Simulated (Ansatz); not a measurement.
# H2F (doublet): one geometry, many settings at distance H1–H2 along a hydrogen transfer = 0.855 Å

What do other methods and options give for H2F (doublet) at this geometry, and how long do they take?

Program: Ansatz 0.2.0, Gaussian basis. Level of theory: the settings change from run to run. These are calculated values, not measurements.

6 further runs of the same task are left out: 6 that didn't finish.

### 1 What is computed

The geometry derives from fragments relaxed apart (PBE0/def2-TZVP) and kept rigid, so it is no stationary point. A hydrogen atom is moved between rigid fragments.

3 atoms, charge 0, spin multiplicity 2.

Atoms are counted from 1 here; the program's logs count them from 0.

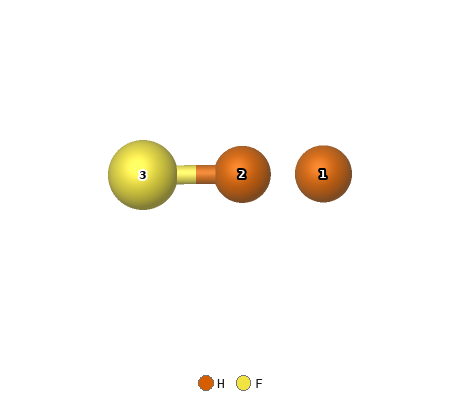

The geometry (hydrogen orange, fluorine yellow); atoms are numbered from 1 in the order of the file.

Coordinates:

| atom | x (Å) | y (Å) | z (Å) |
| --- | --- | --- | --- |
| H1 | 0.00000 | 0.00000 | -0.91867 |
| H2 | 0.00000 | 0.00000 | -0.06367 |
| F3 | 0.00000 | 0.00000 | 0.98233 |

### 2 CCSD on ROHF/def2-TZVP

Contents of in.yaml:

```yaml
crystal:
  periodic: [false, false, false]
  atoms:
    - {symbol: H, position_ang: [0.000000, 0.000000, -0.918667]}
    - {symbol: H, position_ang: [0.000000, 0.000000, -0.063667]}
    - {symbol: F, position_ang: [0.000000, 0.000000, 0.982333]}
basis:
  gaussian: {orbitals: def2-TZVP}
magnetization: {spin_polarized: false, initial_magnetization: 1}
correlation: {method: ccsd, electrons: outside_noble_gas, diis_vectors: 12}
output: {forces: true}
```

Command:

```console
ansatz run in.yaml --threads 1 --pin off --events-out ev --progress --plain --max-ram 2393MiB
```

The program printed, cut to the lines that bear on the results:

```text
Functional definition: HF
  name "HF"
  cite "Fock, Z. Phys. 61, 126 (1930) doi:10.1007/BF01340294"
  parent pbe
[...]
305 factors; integrals over basis functions are off by at most 2.1e-3 eV
[...]
mean field -2734.88088810 eV, -100.5050188688 hartree, gradient 8.7e-6 eV, S^2 0.750000; 3 other end points of the search recorded, 0 dependent functions left out
determinant -2734.88088810 eV, -100.5050188688 hartree, with singles and doubles -2742.77626384 eV, -100.7951685755 hartree
determinant -2732.11506432 eV, -100.4033767195 hartree, with singles and doubles -2739.04710508 eV, -100.6581245188 hartree
1 core orbitals not correlated: weight in the atoms' cores, before any rotation towards them, 1.000 or more for the frozen orbitals, at most 0.000 for the correlated occupied ones
reference -2734.88088810 eV, -100.5050188688 hartree; 5, 4 occupied and 37, 38 virtual orbitals, 305 factors
second order -7.71673706 eV of doubles, -0.10889756 eV of singles
cycle   1  -7.89395789 eV  change    -1.0e0 eV  update   1.3e-2
[...]
cycle   9  -7.91358064 eV  change    3.2e-6 eV  update   2.4e-6
[...]
Total energy: -2742.79446874 eV, -100.7958375931 hartree
Atom 0 at     0.000000     0.000000    -0.918667 Å, force     0.000000    -0.000000    -2.867702 eV/Å
Atom 1 at     0.000000     0.000000    -0.063667 Å, force    -0.000000     0.000000     3.325148 eV/Å
Atom 2 at     0.000000     0.000000     0.982333 Å, force     0.000000    -0.000000    -0.457446 eV/Å
Dipole moment:    -0.000000     0.000000    -0.432598 e Å
```

Wall time 1.7 s (1 thread of Arm Neoverse V2, shared host).

From the report: correlation -7.9136 eV; T1 0.022; largest double amplitude 0.05.

### 3 CCSDT(Q) on UHF/6-31G

Contents of in.yaml:

```yaml
crystal:
  periodic: [false, false, false]
  atoms:
    - {symbol: H, position_ang: [0.000000, 0.000000, -0.918667]}
    - {symbol: H, position_ang: [0.000000, 0.000000, -0.063667]}
    - {symbol: F, position_ang: [0.000000, 0.000000, 0.982333]}
basis:
  gaussian: {orbitals: 6-31G}
magnetization: {spin_polarized: true, initial_magnetization: 1}
correlation: {method: ccsdt_q, electrons: all}
accuracy: high
```

Launched as before.

The program printed, cut to the lines that bear on the results:

```text
Functional definition: HF
  name "HF"
  cite "Fock, Z. Phys. 61, 126 (1930) doi:10.1007/BF01340294"
  parent pbe
[...]
220 factors; integrals over basis functions are off by at most 1.2e-8 eV
[...]
mean field -2733.12814799 eV, -100.4406068579 hartree, gradient 5.4e-9 eV, S^2 0.779498; 3 other end points of the search recorded, 0 dependent functions left out
determinant -2733.12814799 eV, -100.4406068579 hartree, with singles and doubles -2736.84931459 eV, -100.5773572080 hartree
determinant -2730.44183044 eV, -100.3418865088 hartree, with singles and doubles -2733.38376753 eV, -100.4500007028 hartree
reference -2733.12814799 eV, -100.4406068579 hartree; 6, 5 occupied and 7, 8 virtual orbitals, 220 factors
second order -3.50122188 eV of doubles, -0.00000000 eV of singles
cycle   1  -3.54739126 eV  change   -4.6e-2 eV  update   4.4e-2
[...]
cycle  20  -3.75013921 eV  change  -4.3e-10 eV  update  7.9e-10
perturbative correction -0.01020505 eV, -0.0003750286 hartree
Total energy: -2736.88849225 eV, -100.5787969604 hartree
```

It took 2.8 s on 1 thread of Arm Neoverse V2, shared host.

From the report: ⟨S²⟩ of the determinant 0.779 (pure doublet: 0.75); correlation -3.7603 eV; T1 0.013; largest double amplitude 0.06.

### 4 CISD/pcseg-2

Contents of in.yaml:

```yaml
crystal:
  periodic: [false, false, false]
  atoms:
    - {symbol: H, position_ang: [0.000000, 0.000000, -0.918667]}
    - {symbol: H, position_ang: [0.000000, 0.000000, -0.063667]}
    - {symbol: F, position_ang: [0.000000, 0.000000, 0.982333]}
basis:
  gaussian: {orbitals: pcseg-2}
magnetization: {spin_polarized: false, initial_magnetization: 1}
correlation: {active_space: {ras: {orbitals: [4, 1, 52], electrons: 9, max_holes: 2, max_particles: 2}, fixed_orbitals: true}}
```

Launched as before.

The program printed:

```text
Functional definition: HF
  name "HF"
  cite "Fock, Z. Phys. 61, 126 (1930) doi:10.1007/BF01340294"
  parent pbe
  exchange = exact_x
  correlation = 0
331 factors; integrals over basis functions are off by at most 1.0e-3 eV
mean field evaluation 1: about -2733.4994 eV, gradient 2.2e1 eV
mean field evaluation 2: about -2733.4993 eV, gradient 2.2e1 eV
mean field evaluation 4: about -2734.7773 eV, gradient 1.5e0 eV
mean field evaluation 8: about -2734.8108 eV, gradient 1.9e-1 eV
mean field evaluation 16: about -2731.9539 eV, gradient 3.6e0 eV
mean field evaluation 32: about -2731.9999 eV, gradient 9.5e-5 eV
mean field -2734.81140487 eV, -100.5024654071 hartree, gradient 2.0e-6 eV, S^2 0.750000; 3 other end points of the search recorded, 0 dependent functions left out
reference -2734.81140487 eV, -100.5024654071 hartree; 6, 5 occupied and 52, 53 virtual orbitals, 331 factors
state -2742.35082614 eV, -100.7795340284 hartree
Total energy: -2742.35082614 eV, -100.7795340284 hartree
```

It took 2.1 s on 1 thread of Arm Neoverse V2, shared host.

From the report: 30,130 determinants.

### 5 CISD/aug-cc-pVDZ

Contents of in.yaml:

```yaml
crystal:
  periodic: [false, false, false]
  atoms:
    - {symbol: H, position_ang: [0.000000, 0.000000, -0.918667]}
    - {symbol: H, position_ang: [0.000000, 0.000000, -0.063667]}
    - {symbol: F, position_ang: [0.000000, 0.000000, 0.982333]}
basis:
  gaussian: {orbitals: aug-cc-pVDZ}
magnetization: {spin_polarized: false, initial_magnetization: 1}
hamiltonian: {pseudopotentials: {relativity: none}}
correlation: {active_space: {ras: {orbitals: [4, 1, 35], electrons: 9, max_holes: 2, max_particles: 2}, fixed_orbitals: true}}
```

Same command.

The program printed:

```text
Functional definition: HF
  name "HF"
  cite "Fock, Z. Phys. 61, 126 (1930) doi:10.1007/BF01340294"
  parent pbe
  exchange = exact_x
  correlation = 0
377 factors; integrals over basis functions are off by at most 8.1e-4 eV
mean field evaluation 1: about -2732.7397 eV, gradient 2.2e1 eV
mean field evaluation 2: about -2732.7402 eV, gradient 2.2e1 eV
mean field evaluation 4: about -2734.0196 eV, gradient 1.5e0 eV
mean field evaluation 8: about -2734.0541 eV, gradient 1.8e-1 eV
mean field evaluation 16: about -2731.1813 eV, gradient 8.9e-2 eV
mean field -2734.05462529 eV, -100.4746542704 hartree, gradient 3.3e-6 eV, S^2 0.750000; 3 other end points of the search recorded, 0 dependent functions left out
reference -2734.05462529 eV, -100.4746542704 hartree; 6, 5 occupied and 35, 36 virtual orbitals, 377 factors
state -2740.53527411 eV, -100.7128137220 hartree
Total energy: -2740.53527411 eV, -100.7128137220 hartree
```

It took 1.1 s on 1 thread of Arm Neoverse V2, shared host.

From the report: 14,082 determinants.

### 6 MRCISD+Q(3,4)/cc-pVDZ

Contents of in.yaml:

```yaml
crystal:
  periodic: [false, false, false]
  atoms:
    - {symbol: H, position_ang: [0.000000, 0.000000, -0.918667]}
    - {symbol: H, position_ang: [0.000000, 0.000000, -0.063667]}
    - {symbol: F, position_ang: [0.000000, 0.000000, 0.982333]}
basis:
  gaussian: {orbitals: cc-pVDZ}
magnetization: {spin_polarized: false, initial_magnetization: 1}
correlation: {method: fic_mrcisd_q, electrons: outside_noble_gas, active_space: {window: {electrons: 3, orbitals: 4}}}
```

The command is unchanged.

The program printed, cut to the lines that bear on the results:

```text
Functional definition: HF
  name "HF"
  cite "Fock, Z. Phys. 61, 126 (1930) doi:10.1007/BF01340294"
  parent pbe
[...]
215 factors; integrals over basis functions are off by at most 1.5e-3 eV
[...]
mean field -2733.67833768 eV, -100.4608259559 hartree, gradient 3.8e-6 eV, S^2 0.750000; 3 other end points of the search recorded, 0 dependent functions left out
reference -2733.67833768 eV, -100.4608259559 hartree; 6, 5 occupied and 18, 19 virtual orbitals, 215 factors
state -2734.68006521 eV, -100.4976387638 hartree
contracted CI cycle   1: correlation 0.00000000 eV, 0.0000000000 hartree, residual 2.86e1 eV
contracted CI cycle   2: correlation -4.92827591 eV, -0.1811107993 hartree, residual 3.84e0 eV
contracted CI cycle   3: correlation -5.04776905 eV, -0.1855020911 hartree, residual 8.08e-1 eV
contracted CI cycle   4: correlation -5.05339851 eV, -0.1857089699 hartree, residual 1.73e-1 eV
[...]
contracted CI cycle   5: correlation -5.07797194 eV, -0.1866120270 hartree, residual 5.76e-2 eV
contracted CI cycle   6: correlation -5.07800701 eV, -0.1866133155 hartree, residual 1.95e-2 eV
contracted CI cycle   7: correlation -5.07801084 eV, -0.1866134563 hartree, residual 6.20e-3 eV
contracted CI cycle   8: correlation -5.07801121 eV, -0.1866134699 hartree, residual 1.75e-3 eV
contracted CI cycle   9: correlation -5.07801124 eV, -0.1866134710 hartree, residual 4.95e-4 eV
state -2734.64603241 eV, -100.4963880813 hartree; corrected -2739.92024276 eV, -100.6902117368 hartree
state -2734.64603241 eV, -100.4963880813 hartree; corrected -2739.92024276 eV, -100.6902117368 hartree
the orbitals are reached from a further start. From the first start the search ends at -2734.68006508 eV, -100.4976387591 hartree
WARN: the results are in doubt because another end's mean lies 0.034 eV lower, and its corrected mean 0.000 eV higher
Total energy: -2739.92024276 eV, -100.6902117368 hartree
In doubt: another end's mean lies 0.034 eV lower, and its corrected mean 0.000 eV higher
```

Wall time 0.57 s (1 thread of Arm Neoverse V2, shared host).

From the report: 24 determinants; active occupations 1.97, 1.00, 0.03, 0.00. The program marks this result as in doubt; its last lines say why.

### 7 BCCD on UHF/STO-3G

Contents of in.yaml:

```yaml
crystal:
  periodic: [false, false, false]
  atoms:
    - {symbol: H, position_ang: [0.000000, 0.000000, -0.918667]}
    - {symbol: H, position_ang: [0.000000, 0.000000, -0.063667]}
    - {symbol: F, position_ang: [0.000000, 0.000000, 0.982333]}
basis:
  gaussian: {orbitals: STO-3G, fitting: {mean_field: def2-universal-jkfit}}
magnetization: {spin_polarized: true, initial_magnetization: 1}
hamiltonian: {pseudopotentials: {relativity: none}}
correlation: {method: bccd, electrons: outside_noble_gas, diis_vectors: 12}
output: {forces: true}
```

Same command.

The program printed, cut to the lines that bear on the results:

```text
Functional definition: HF
  name "HF"
  cite "Fock, Z. Phys. 61, 126 (1930) doi:10.1007/BF01340294"
  parent pbe
[...]
113 factors; integrals over basis functions are off by at most 5.8e-3 eV
[...]
mean field -2694.74617448 eV, -99.0300953477 hartree, gradient 2.5e-7 eV, S^2 0.786145; 4 other end points of the search recorded, 0 dependent functions left out
determinant -2694.74617448 eV, -99.0300953477 hartree, with singles and doubles -2695.48422092 eV, -99.0572180539 hartree
determinant -2693.35801511 eV, -98.9790814318 hartree, with singles and doubles -2693.89678029 eV, -98.9988806870 hartree
1 core orbitals not correlated: weight in the atoms' cores, before any rotation towards them, 1.000 or more for the frozen orbitals, at most 0.000 for the correlated occupied ones
reference -2694.74617448 eV, -99.0300953477 hartree; 5, 4 occupied and 1, 2 virtual orbitals, 113 factors
second order -0.40725042 eV of doubles, -0.00000000 eV of singles
cycle   1  -0.73829069 eV  change   -2.4e-4 eV  update   1.9e-3
[...]
cycle   8  -0.73786357 eV  change    4.6e-7 eV  update   2.9e-7
[...]
Total energy: -2695.48403805 eV, -99.0572113336 hartree
Atom 0 at     0.000000     0.000000    -0.918667 Å, force     0.000000    -0.000000    -1.437592 eV/Å
Atom 1 at     0.000000     0.000000    -0.063667 Å, force     0.000000    -0.000000    -3.673910 eV/Å
Atom 2 at     0.000000     0.000000     0.982333 Å, force    -0.000000     0.000000     5.111502 eV/Å
Dipole moment:    -0.000000     0.000000    -0.074153 e Å
```

Wall time 0.21 s (1 thread of Arm Neoverse V2, shared host).

From the report: ⟨S²⟩ of the determinant 0.786 (pure doublet: 0.75); correlation -0.7379 eV; largest double amplitude 0.12.

### 8 CISD/cc-pVTZ

Contents of in.yaml:

```yaml
crystal:
  periodic: [false, false, false]
  atoms:
    - {symbol: H, position_ang: [0.000000, 0.000000, -0.918667]}
    - {symbol: H, position_ang: [0.000000, 0.000000, -0.063667]}
    - {symbol: F, position_ang: [0.000000, 0.000000, 0.982333]}
basis:
  gaussian: {orbitals: cc-pVTZ}
magnetization: {spin_polarized: false, initial_magnetization: 1}
correlation: {active_space: {ras: {orbitals: [5, 1, 52], electrons: 11, max_holes: 2, max_particles: 2}, fixed_orbitals: true}}
```

Launched as before.

The program printed:

```text
Functional definition: HF
  name "HF"
  cite "Fock, Z. Phys. 61, 126 (1930) doi:10.1007/BF01340294"
  parent pbe
  exchange = exact_x
  correlation = 0
338 factors; integrals over basis functions are off by at most 1.3e-3 eV
mean field evaluation 1: about -2733.4610 eV, gradient 2.2e1 eV
mean field evaluation 2: about -2733.4647 eV, gradient 2.2e1 eV
mean field evaluation 4: about -2734.7034 eV, gradient 1.4e0 eV
mean field evaluation 8: about -2734.7329 eV, gradient 2.0e-1 eV
mean field evaluation 16: about -2731.9480 eV, gradient 3.6e0 eV
mean field evaluation 32: about -2731.9845 eV, gradient 4.2e-4 eV
mean field -2734.73353614 eV, -100.4996037843 hartree, gradient 1.0e-6 eV, S^2 0.750000; 3 other end points of the search recorded, 0 dependent functions left out
reference -2734.73353614 eV, -100.4996037843 hartree; 6, 5 occupied and 52, 53 virtual orbitals, 338 factors
state -2742.80846396 eV, -100.7963519082 hartree
Total energy: -2742.80846396 eV, -100.7963519082 hartree
```

Run time: 3.2 s. Hardware: 1 thread of Arm Neoverse V2, shared host.

From the report: 47,839 determinants.

### 9 BCCD(T) on ROHF/aug-cc-pVDZ

Contents of in.yaml:

```yaml
crystal:
  periodic: [false, false, false]
  atoms:
    - {symbol: H, position_ang: [0.000000, 0.000000, -0.918667]}
    - {symbol: H, position_ang: [0.000000, 0.000000, -0.063667]}
    - {symbol: F, position_ang: [0.000000, 0.000000, 0.982333]}
basis:
  gaussian: {orbitals: aug-cc-pVDZ, fitting: {mean_field: def2-universal-jkfit}}
magnetization: {spin_polarized: false, initial_magnetization: 1}
correlation: {method: bccd_t, electrons: all}
output: {forces: true}
```

Same command.

The program printed, cut to the lines that bear on the results:

```text
Functional definition: HF
  name "HF"
  cite "Fock, Z. Phys. 61, 126 (1930) doi:10.1007/BF01340294"
  parent pbe
[...]
113 factors; integrals over basis functions are off by at most 3.1e-1 eV
[...]
mean field -2734.05364254 eV, -100.4746181553 hartree, gradient 2.1e-6 eV, S^2 0.750000; 3 other end points of the search recorded, 0 dependent functions left out
determinant -2734.05364254 eV, -100.4746181553 hartree, with singles and doubles -2740.84912236 eV, -100.7243474326 hartree
determinant -2731.18093861 eV, -100.3690482329 hartree, with singles and doubles -2737.03114396 eV, -100.5840393142 hartree
reference -2734.05364254 eV, -100.4746181553 hartree; 6, 5 occupied and 35, 36 virtual orbitals, 113 factors
second order -6.59209327 eV of doubles, -0.10182648 eV of singles
cycle   1  -6.78204759 eV  change   -2.4e-1 eV  update   2.6e-2
[...]
cycle  11  -6.79877244 eV  change   -2.5e-6 eV  update   1.6e-6
perturbative correction -0.17003988 eV, -0.0062488504 hartree
[...]
Total energy: -2741.02245486 eV, -100.7307172845 hartree
Atom 0 at     0.000000     0.000000    -0.918667 Å, force    -0.000000     0.000000    -3.238318 eV/Å
Atom 1 at     0.000000     0.000000    -0.063667 Å, force     0.000000    -0.000000     3.430894 eV/Å
Atom 2 at     0.000000     0.000000     0.982333 Å, force    -0.000000     0.000000    -0.192576 eV/Å
Dipole moment:    -0.000000     0.000000    -0.415642 e Å
```

Wall time 2.3 s (1 thread of Arm Neoverse V2, shared host).

From the report: correlation -6.9688 eV; largest double amplitude 0.04.

### 10 All runs side by side

 † marks a result that the program doubts.

| level | correlated | functions | energy (eV) | time |
| --- | --- | --- | --- | --- |
| CCSD on ROHF/def2-TZVP | outside noble gas | 43 | -2742.7945 | 1.7 s |
| CCSDT(Q) on UHF/6-31G | all | 13 | -2736.8885 | 2.8 s |
| CISD/pcseg-2 | valence | 58 | -2742.3508 | 2.1 s |
| CISD/aug-cc-pVDZ | outside noble gas | 41 | -2740.5353 | 1.1 s |
| MRCISD+Q(3,4)/cc-pVDZ † | outside noble gas | 24 | -2739.9202 | 0.57 s |
| BCCD on UHF/STO-3G | outside noble gas | 7 | -2695.4840 | 0.21 s |
| CISD/cc-pVTZ | all | 58 | -2742.8085 | 3.2 s |
| BCCD(T) on ROHF/aug-cc-pVDZ | all | 41 | -2741.0225 | 2.3 s |

### 11 Outcome

| quantity | value |
| --- | --- |
| runs | 8 |
| quickest | BCCD on UHF/STO-3G, 0.21 s |
| slowest | CISD/cc-pVTZ, 3.2 s |

In words: Total energies in different bases, with other cores or another treatment of relativity can't be set against each other. CISD/cc-pVTZ took 15 times as long as BCCD on UHF/STO-3G; the jobs differ in more than the method.
